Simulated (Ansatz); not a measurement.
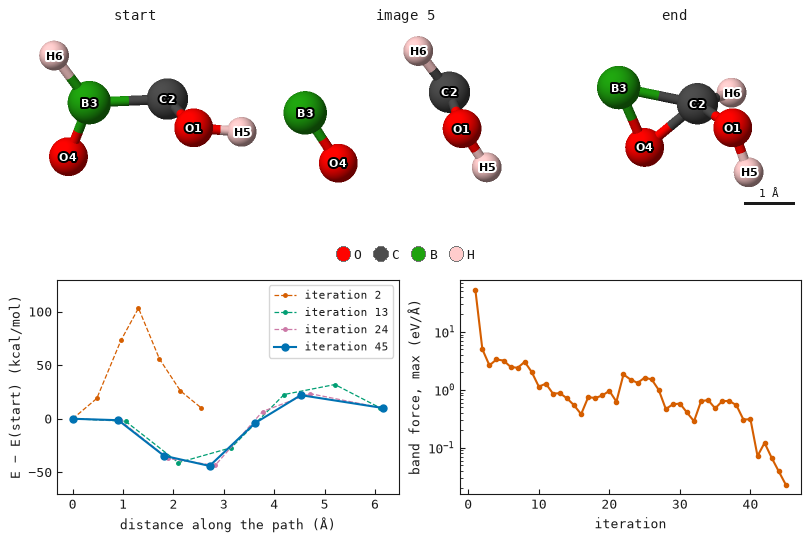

NEB run on CH$_{2}$BO$_{2}$ (charge −1). Images are numbered from 0 (start) to 6 (end). The plot follows the band through its iterations. Style: ball-and-stick. Shown at a tilt.

Computed with Ansatz, RKS PBE-D4/def2-mTZVP. Run with 5 movable images; climbing image; force threshold 0.03 eV/Å; iteration limit 60; starting path by straight interpolation.

**How did the profile develop, and is the result final?**

The result isn't final. The band hadn't converged when the run stopped after 45 iterations. The largest component of the band force went from 54 to 0.023 eV/Å. The barrier read from it is provisional, though the highest image hardly moved in the last two iterations. The straight starting path can push atoms close together and costs iterations. The first iteration put the highest image at 281.4 kcal/mol. Relative to the start the highest point is image 5 at +22.1 kcal/mol and the end lies at +10.0 kcal/mol, but the profile dips to −44.1 kcal/mol at image 3 on the way, so there may be an intermediate minimum, or an end is no minimum.

Limits of the set-up: the basis has no diffuse functions, which an anion needs.
